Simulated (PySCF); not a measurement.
# C$_{6}$H$_{3}$F$_{3}$: what the fields show

```yaml
atoms:
  - { symbol: C, position_ang: [-3.0532, 1.4172, 0.4095] }
  - { symbol: C, position_ang: [-2.1605, 0.7233, -0.0149] }
  - { symbol: C, position_ang: [-1.1627, -0.3292, -0.3855] }
  - { symbol: C, position_ang: [-0.5810, -1.3349, 0.4817] }
  - { symbol: C, position_ang: [0.1898, -0.3064, 0.3943] }
  - { symbol: C, position_ang: [1.4692, 0.3769, 0.6433] }
  - { symbol: F, position_ang: [1.4405, 1.6472, 1.0846] }
  - { symbol: F, position_ang: [2.0053, -0.2988, 1.6546] }
  - { symbol: F, position_ang: [2.2133, 0.4219, -0.4400] }
  - { symbol: H, position_ang: [-3.7193, 2.2514, 0.4590] }
  - { symbol: H, position_ang: [-1.0907, -0.4139, -1.4627] }
  - { symbol: H, position_ang: [-0.6320, -2.3244, 0.8928] }
```

Geometry: GFN2-xTB, MD frame at 250 fs, 400 K.

The calculation used PBE0/pcSseg-1, SCF density, gas phase, non-relativistic (PySCF).

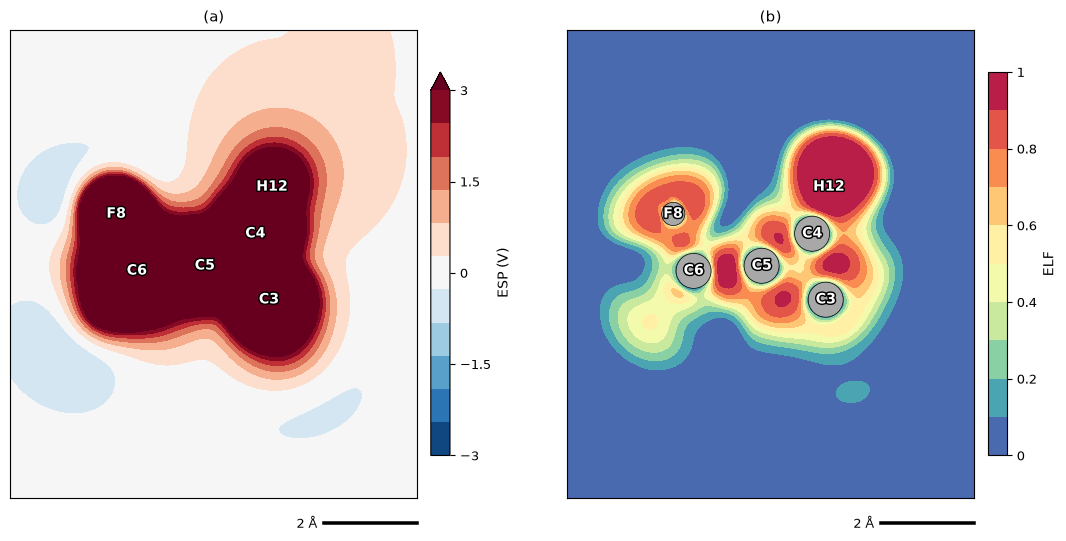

Figure 1. (a) electrostatic potential; (b) electron localisation function on the plane of atoms C3, C5 and C4. Grey discs cover the atomic cores in the ELF map.

Q: Describe what can be read from this map.

A:
- The plane passes through C, F and H nuclei.
- C–F (1.33 Å): the ELF peaks at about 0.85 between the atoms: a polar covalent bond.
- C–H (1.07 Å): the ELF climbs to about 1 towards the hydrogen, as it does in any bond to H; an ordinary covalent bond to hydrogen.
- C–C (1.29 Å): the ELF peaks at about 0.85 between the atoms (a multiple bond).
- The ELF also peaks beside F8, away from the bonds: lone-pair regions.
- Outside the dense part of the molecule the potential is most negative (−0.5 V) near F7, which lies off the plane.

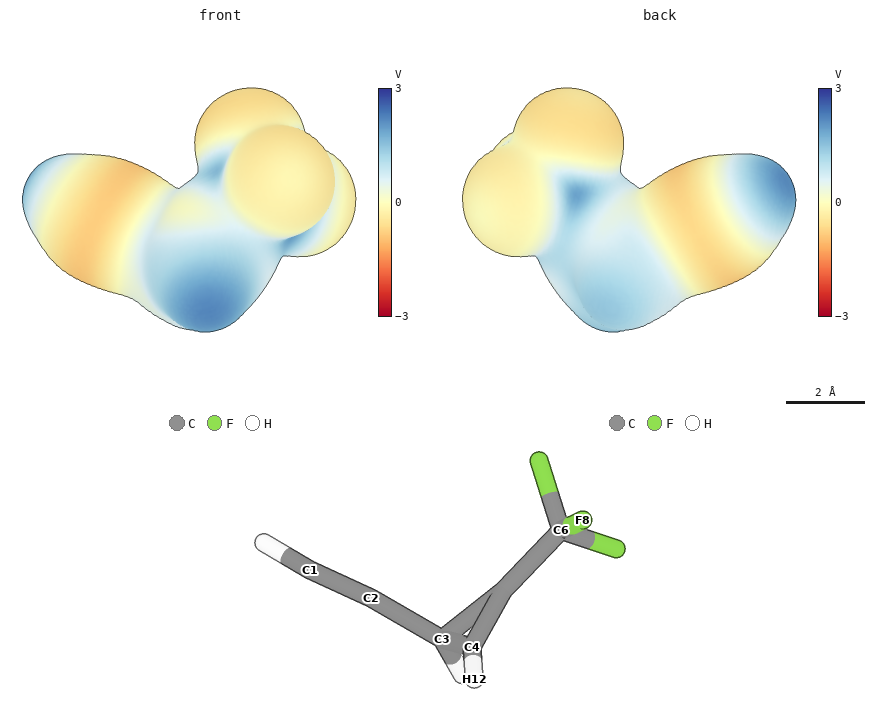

Figure 2. The molecular electrostatic potential painted on the density surface at 0.004 e/bohr³, seen from the front and from behind; red is negative and blue positive. The bare structure is drawn below in the same view.

Q: Describe the electrostatic potential map.

A: The most negative region (about −0.8 V) lies over C1 and C2, the most positive (about +2.1 V) over H10 and H12.
